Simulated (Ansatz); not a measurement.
# Calculations on BSiH4F3

**1. Relaxation**

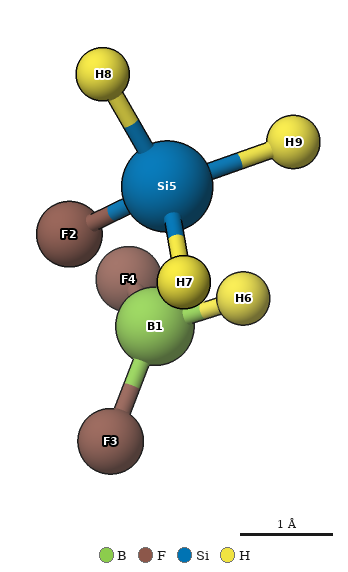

BSiH₄F₃ (started from a transition state, displaced along its imaginary mode), before the relaxation. Style: ball-and-stick. Shown from a free direction.

Level of theory: RKS PBE0-D4/def2-TZVP (Ansatz).

The input:
```yaml
crystal:
  periodic: [false, false, false]
  atoms:
    - {symbol: B, position_ang: [-1.238330, -0.436653, -0.215461]}
    - {symbol: F, position_ang: [0.347068, -0.952675, 0.184920]}
    - {symbol: F, position_ang: [-1.497670, -1.022399, -1.428483]}
    - {symbol: F, position_ang: [-1.953958, -0.939158, 0.828603]}
    - {symbol: Si, position_ang: [1.065488, 0.375112, 0.196466]}
    - {symbol: H, position_ang: [-0.906941, 0.668725, -0.214629]}
    - {symbol: H, position_ang: [1.397685, 0.656485, -1.222118]}
    - {symbol: H, position_ang: [2.200068, -0.030050, 1.068784]}
    - {symbol: H, position_ang: [0.586590, 1.680712, 0.801917]}
basis:
  gaussian: {orbitals: def2-TZVP}
hamiltonian: {xc: pbe0, dispersion: d4}
relax: {f_tol: 0.005, max_steps: 200}
```

Predict the outcome.

Answer. The largest move after the best rigid fit is that of F2, 1.92 Å. By element the largest moves are F 1.92 Å, H 1.85 Å, B 0.72 Å, Si 0.54 Å. Near-neighbour distances that change, for instance: Si5–H6 2.036 → 4.240 Å, B1–Si5 2.477 → 3.711 Å, B1–F2 1.715 → 2.592 Å, F2–Si5 1.510 → 1.611 Å. Bond angles that change, for instance: F2–Si5–H9 127.6° → 107.3°, F2–Si5–H8 97.3° → 108.0°, H8–Si5–H9 104.0° → 111.1°. The energy falls by 1.304 eV in 54 accepted moves (62 points after the start). The largest force component goes from 5.8 to 0.0047 eV/Å. The line search rejected the trial steps at points 15, 21, 29, 31, 35, 41, 45, 52 of the run.

History of the run:

```
step  E − E(0), eV  largest force component, eV/Å      note
   0        0.0000                         5.8250          
   1       -0.6154                         2.8160          
   2       -1.0155                         0.7829          
   3       -1.0996                         0.7420          
   4       -1.2221                         0.4353          
   5       -1.2671                         0.2496          
   6       -1.2671                         0.2284          
   7       -1.2702                         0.1785          
   8       -1.2715                         0.1955          
   9       -1.2750                         0.0388          
  10       -1.2756                         0.0143          
  13       -1.2776                         0.0558          
  15       -1.2730                         0.3098  rejected
  18       -1.2787                         0.0600          
  21       -1.2746                         0.2271  rejected
  24       -1.2808                         0.0654          
  26       -1.2826                         0.1474          
  29       -1.2602                         0.8740  rejected
  32       -1.2885                         0.0314          
  35       -1.2859                         0.3672  rejected
  37       -1.2932                         0.0786          
  40       -1.2967                         0.0182          
  43       -1.2988                         0.0784          
  46       -1.3002                         0.0688          
  48       -1.3013                         0.1623          
  51       -1.3032                         0.0777          
  54       -1.3038                         0.0643          
  57       -1.3042                         0.0140          
  59       -1.3043                         0.0304          
  62       -1.3043                         0.0047
```

Final geometry:

```xyz
9

B    -1.8309   -0.8176   -0.3641
F    -0.0810    0.9006    0.4751
F    -0.8920   -1.3093   -1.1501
F    -1.9804   -1.3640    0.8216
Si    1.5027    0.6801    0.2798
H    -2.5608    0.0407   -0.7461
H     1.8140    0.8573   -1.1559
H     1.8347   -0.6870    0.7372
H     2.1936    1.6993    1.1023
```

After the run, drawn alike:

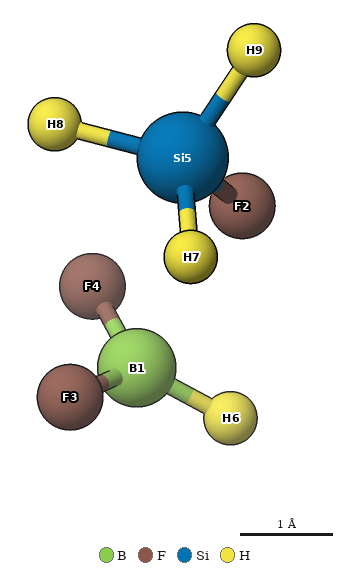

**2. Relaxation**

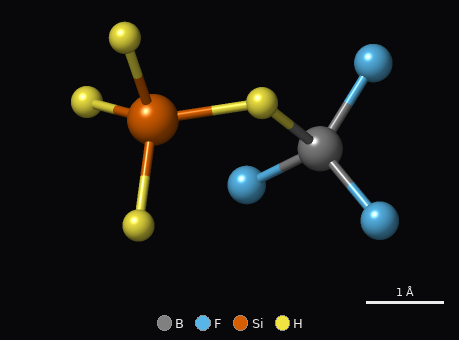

This is the input geometry for a relaxation of BSiH4F3 (started from a transition state, displaced along its imaginary mode). The picture is a ball-and-stick view, seen from a free direction.

Theory: RKS PBE0-D4/def2-TZVP in Ansatz 0.2.0.

Input
```yaml
crystal:
  periodic: [false, false, false]
  atoms:
    - {symbol: B, position_ang: [-0.974421, -0.846581, -0.147663]}
    - {symbol: F, position_ang: [0.153866, -1.484178, -0.015525]}
    - {symbol: F, position_ang: [-1.513712, -0.823955, -1.417881]}
    - {symbol: F, position_ang: [-1.910458, -0.878533, 0.840501]}
    - {symbol: Si, position_ang: [0.866882, 0.726632, 0.160108]}
    - {symbol: H, position_ang: [-0.555227, 0.585938, 0.002355]}
    - {symbol: H, position_ang: [1.382706, 0.678709, -1.232317]}
    - {symbol: H, position_ang: [1.752841, -0.063878, 1.093034]}
    - {symbol: H, position_ang: [0.797524, 2.105944, 0.717388]}
basis:
  gaussian: {orbitals: def2-TZVP}
hamiltonian: {xc: pbe0, dispersion: d4}
relax: {f_tol: 0.005, max_steps: 200}
```

Question: Where does the relaxation end?

Answer: After 47 accepted moves (53 points after the start) the energy has fallen by 92.6 kJ/mol. The largest force component goes from 4 to 0.0016 eV/Å. The line search rejected the trial steps at points 7, 16, 23, 28, 45, 52 of the run. The forces were under the threshold at step 14, but the run went on from there. F2 moves most after the best rigid fit: 0.85 Å. By element the largest moves are F 0.85 Å, H 0.81 Å, B 0.74 Å, Si 0.50 Å. Near-neighbour distances that change, for instance: F2–Si5 2.330 → 3.607 Å, B1–Si5 2.441 → 3.654 Å, B1–H6 1.500 → 2.625 Å, B1–F3 1.380 → 1.312 Å. Bond angles that change, for instance: H6–Si5–H8 126.6° → 108.9°, H6–Si5–H9 94.9° → 108.6°, F3–B1–F4 113.6° → 120.1°. The run took about 6 core-minutes on a shared host.

History of the run:

| step | E − E(0), kJ/mol | largest force component, eV/Å | note |
| --- | --- | --- | --- |
| 0 | 0.00 | 3.9600 |  |
| 1 | -38.45 | 1.9440 |  |
| 2 | -62.86 | 1.1670 |  |
| 3 | -76.12 | 0.8611 |  |
| 4 | -87.81 | 0.5236 |  |
| 5 | -88.52 | 1.0060 |  |
| 6 | -89.56 | 0.6551 |  |
| 7 | -87.35 | 0.8349 | rejected |
| 8 | -92.06 | 0.3140 |  |
| 9 | -92.35 | 0.0498 |  |
| 10 | -92.38 | 0.0468 |  |
| 12 | -92.50 | 0.0626 |  |
| 15 | -92.53 | 0.0064 |  |
| 17 | -92.53 | 0.0060 |  |
| 19 | -92.53 | 0.0130 |  |
| 21 | -92.54 | 0.0110 |  |
| 24 | -92.55 | 0.0288 |  |
| 26 | -92.55 | 0.0295 |  |
| 28 | -92.53 | 0.0970 | rejected |
| 30 | -92.58 | 0.0342 |  |
| 33 | -92.59 | 0.0083 |  |
| 35 | -92.59 | 0.0087 |  |
| 37 | -92.59 | 0.0072 |  |
| 39 | -92.59 | 0.0062 |  |
| 42 | -92.59 | 0.0074 |  |
| 44 | -92.59 | 0.0065 |  |
| 46 | -92.59 | 0.0050 |  |
| 48 | -92.60 | 0.0069 |  |
| 51 | -92.60 | 0.0066 |  |
| 53 | -92.60 | 0.0016 |  |

The structure at the end:

```xyz
9

B    -1.4289   -1.3772   -0.3894
F    -0.3447   -2.1124   -0.3037
F    -1.6792   -0.7054   -1.4879
F    -2.2783   -1.3434    0.6092
Si    1.1557    1.1094    0.3108
H    -0.2001    0.6561    0.7267
H     1.4364    0.6115   -1.0578
H     2.1552    0.5691    1.2641
H     1.1839    2.5925    0.3280
```

The end point in the same view:

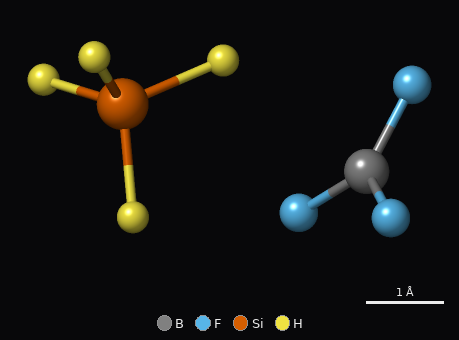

**3. Reaction**

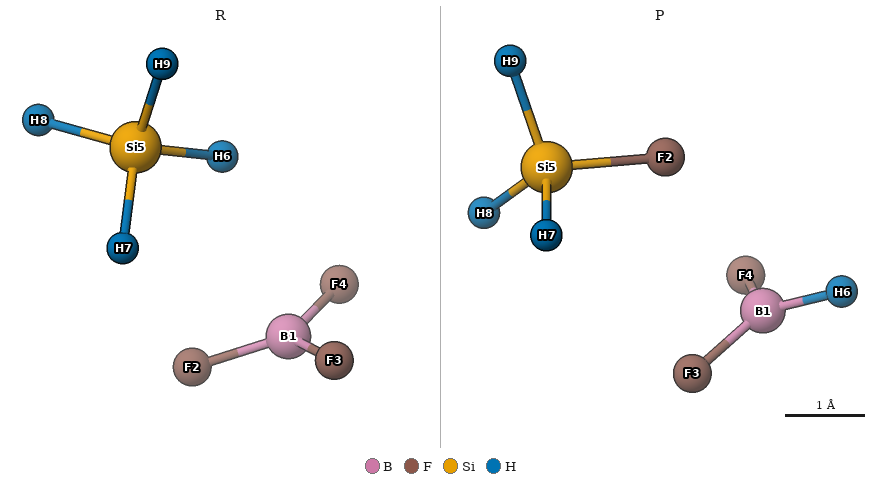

Reactant (R) and product (P) of one elementary step of BSiH₄F₃. The picture is a ball-and-stick view, seen from a free direction.

Stationary points at PBE0-D4/def2-TZVP, single-point energies with CCSD(T)/CBS (def2-TZVPP where no basis is named; Ansatz 0.2.0). The energies are electronic, without zero-point or thermal terms, and both ends are the minima reached downhill from the saddle, with any fragments still in contact. CCSD(T)/CBS stands for a frozen-core estimate: MP2 correlation extrapolated from def2-TZVPP and def2-QZVPP, CCSD(T) minus MP2 from the smaller set.

R:
```xyz
9

B    -1.4504   -1.3554   -0.3868
F    -0.3782   -2.1076   -0.2972
F    -1.6883   -0.6833   -1.4879
F    -2.3004   -1.3046    0.6105
Si    1.1730    1.0917    0.3087
H    -0.1905    0.6616    0.7242
H     1.4474    0.5848   -1.0578
H     2.1624    0.5386    1.2652
H     1.2250    2.5742    0.3211
```

P:
```xyz
9

B    -1.7969   -0.8989   -0.3411
F    -0.1167    0.9079    0.4533
F    -0.8395   -1.3715   -1.1165
F    -1.9235   -1.4220    0.8577
Si    1.4744    0.7464    0.2607
H    -2.5609   -0.0801   -0.7425
H     1.7773    0.9011   -1.1793
H     1.8613   -0.5948    0.7506
H     2.1244    1.8121    1.0572
```

> What is the transition state like, and how high is the barrier?

Counted by bonded pieces, R holds BF₃ + SiH₄ and P holds BHF₂ + SiH₃F. From R over the saddle to P, bonds form: B1–H6 (2.62 → 1.33 → 1.19 Å), F2–Si5 (3.61 → 1.91 → 1.61 Å). Bonds break: B1–F2 (1.31 → 1.50 → 2.59 Å), Si5–H6 (1.49 → 1.72 → 4.24 Å). The saddle has one imaginary mode, 353i cm⁻¹. With CCSD(T)/CBS the barrier is 27.3 kcal/mol from R and 27.2 kcal/mol from P, and P lies 0.1 kcal/mol above R.

Saddle geometry:

```xyz
9

B    -1.1064   -0.6416   -0.1816
F     0.2505   -1.2184    0.0847
F    -1.5057   -0.9232   -1.4232
F    -1.9322   -0.9088    0.8346
Si    0.9662    0.5509    0.1783
H    -0.7311    0.6273   -0.1061
H     1.3902    0.6676   -1.2272
H     1.9765   -0.0470    1.0809
H     0.6921    1.8933    0.7597
```

The saddle point in the same view, with dashed sticks for the bonds that form or break:

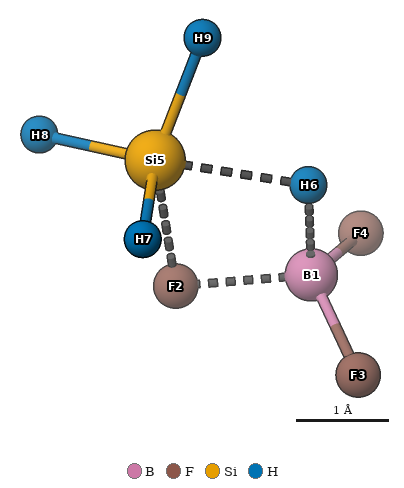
